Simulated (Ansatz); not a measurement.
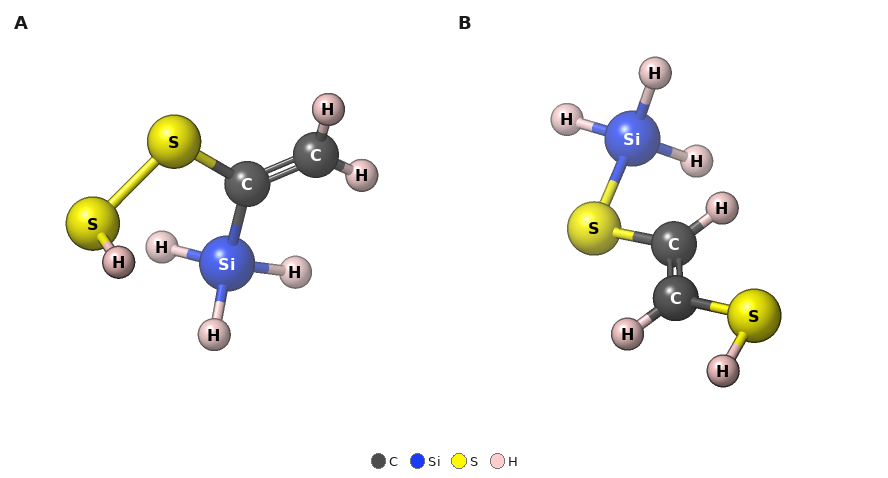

Atoms fade into the background with distance from the viewer. Computed geometry: PBE-D4/def2-SVP optimisation. No frequency run is at hand to confirm it as a minimum.

Are A and B the same structure? If not, how do they differ?

Answer. No. They are constitutional isomers of C2H6S2Si: A is C=C([SiH3])SS, B is [SiH3]S/C=C/S
